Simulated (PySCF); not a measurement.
Molecule: SMILES [c]1cccs1 (C₄H₃S), doublet. Atoms near the plane z = 1.0 Å, at the PBE0/def2-SVP optimised geometry (x, y, z in Å): C1 (-0.2, 1.6, 0.0), C2 (0.8, 0.7, 0.0), C3 (0.2, -0.7, 0.0), C4 (-1.2, -0.7, 0.0), S5 (-1.8, 0.9, 0.0), H6 (1.8, 0.9, 0.0), H7 (0.8, -1.6, 0.0), H8 (-1.8, -1.5, 0.0).

Calculation: unrestricted PBE0/def2-TZVP run with PySCF 2.14.0. The values are rescaled to run from 0 to 1.

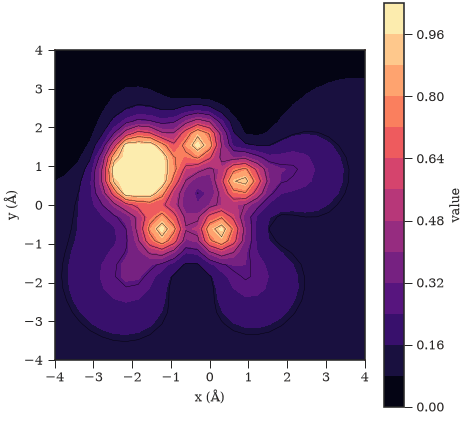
*a field on the plane z = 1.0 Å.*

Task: Which quantity is mapped?
A) Laplacian of the electron density
B) deformation density (molecule minus spherical neutral atoms)
C) electrostatic potential
D) spin density

Result: C, electrostatic potential. In full: electrostatic potential (hartree/e), clipped to [-0.08, 0.12].
